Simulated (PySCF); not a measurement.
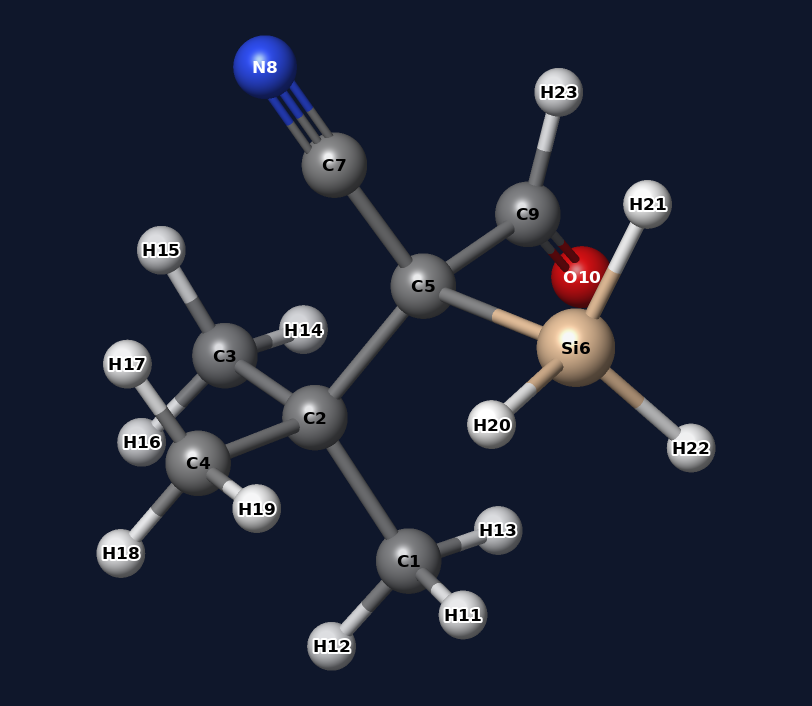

The computed structure is the end point of a GFN2-xTB optimisation. No frequency run is at hand to confirm it as a minimum. Electric field gradients from the ground-state density, PBE0/pcSseg-1 (PySCF 2.14.0), non-relativistic apart from any core potentials.

Give the largest field-gradient component, the quadrupole coupling constant and the asymmetry for 14N at N8 (Q = 20.44 mb), 17O at O10 (Q = −25.6 mb), 2H at H11 (Q = 2.86 mb), 2H at H12 (Q = 2.86 mb).

```
atom  V_zz (a.u.)  e²qQ/h (MHz)     η
  N8       −0.957         −4.60  0.16
 O10       −1.979         11.90  0.50
 H11        0.312         0.210  0.04
 H12        0.314         0.211  0.03
```

The geometry is semi-empirical. Around Si such bond lengths and angles can be off by a tenth of an ångström or more and by several degrees, and values that hang on the shape move with them.
